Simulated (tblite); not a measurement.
# C2H6Cl2F2Ga2: frequency calculation

System: C2H6Cl2F2Ga2, SMILES C[CH2][GaH-]1[Cl+][Ga-]([F])([F])[Cl+]1.
Method: GFN2-xTB harmonic vibrations, gas phase (tblite 0.8.0).

It belongs to a series of runs on one base structure; here: H on Ga replaced by C2H5.

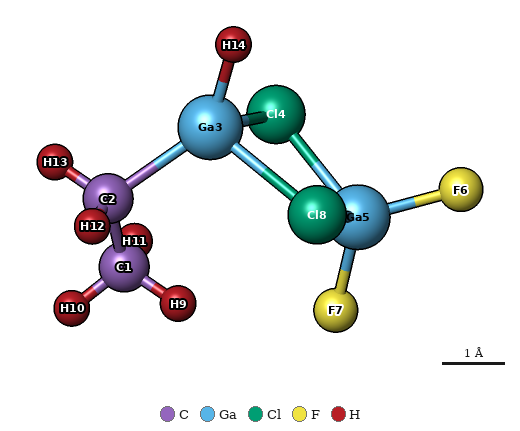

*The structure (ball-and-stick view, seen at a tilt; atoms are numbered from 1 in the order of the input). Sticks mark near contacts.*

Bond lengths as drawn: Cl–Ga 2.22 to 2.34 Å, C–C 1.54 Å, C–Ga 2.04 Å, C–H 1.09 to 1.10 Å, F–Ga 1.75 Å and Ga–H 1.57 Å.

Input:
```
{"job": {"kind": "ir", "xc": "GFN2-xTB", "basis": "xTB"}, "charge": 0, "multiplicity": 1}
C     -1.306714    -1.142211    -0.213599
C     -1.769329     0.300742     0.047936
Ga    -0.166509     1.565326     0.056452
Cl     1.384280     0.839572    -1.535051
Ga     2.456076    -0.206026     0.107997
F      4.141074     0.253076     0.141437
F      2.245726    -1.941555     0.094744
Cl     1.296335     0.796540     1.717346
H     -0.547714    -1.453125     0.510966
H     -2.145126    -1.832199    -0.132661
H     -0.883191    -1.243573    -1.214967
H     -2.274081     0.354083     1.020782
H     -2.508566     0.595263    -0.705289
H      0.077064     3.113614     0.081743
```

The first line tells a small driver script what to run in tblite; the rest is the geometry in Å.

Launch command:
```bash
OMP_NUM_THREADS=1 python <driver script> task.json out
```

Log:
```
mode    cm-1     km/mol
  1      24.5      0.09
  2      48.9      0.05
  3      55.7      0.15
  4      81.8      0.85
  5      88.4      1.03
  6      97.2     10.01
  7     104.6     17.40
  8     120.7      7.97
  9     136.7     18.74
 10     199.1     19.62
 11     229.8     57.37
 12     237.5      3.91
 13     249.4     15.59
 14     262.3     42.13
 15     280.6      4.73
 16     451.3     77.05
 17     453.0    113.20
 18     477.9      1.49
 19     481.8     59.12
 20     536.7    233.83
 21     629.0     92.14
 22     920.8      8.01
 23     982.0     15.53
 24    1021.4      7.94
 25    1200.2      8.99
 26    1201.6      5.11
 27    1404.8      6.79
 28    1433.9      5.07
 29    1476.2      9.35
 30    1492.1      8.52
 31    1614.1    371.83
 32    2889.5     19.14
 33    2911.8     12.45
 34    2953.1     28.46
 35    2984.3     21.76
 36    3021.1     29.26
```

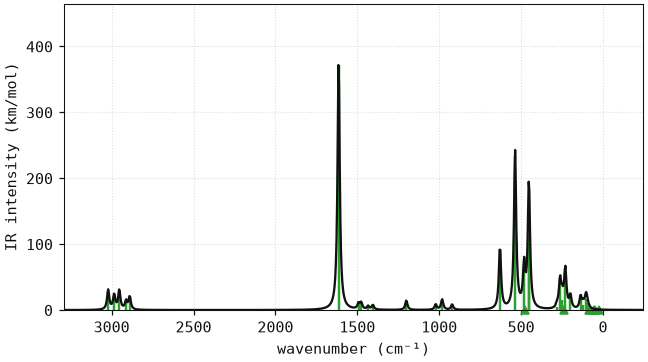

*Harmonic infrared spectrum, unscaled: sticks (degenerate modes added up, dark ones marked on the axis) with a Lorentzian envelope of 16 cm⁻¹ full width, scaled to the tallest stick.*

36 modes from 24 to 3021 cm⁻¹, none imaginary. The strongest line is at 1614 cm⁻¹ (372 km/mol).

Key numbers:

- outcome: converged
- total energy: −777.7188 eV
- zero-point energy: 46.8240 kcal/mol
- hardware: 1 CPU thread, shared host
- wall time: 1.2 s
- peak memory: 0.18 GiB
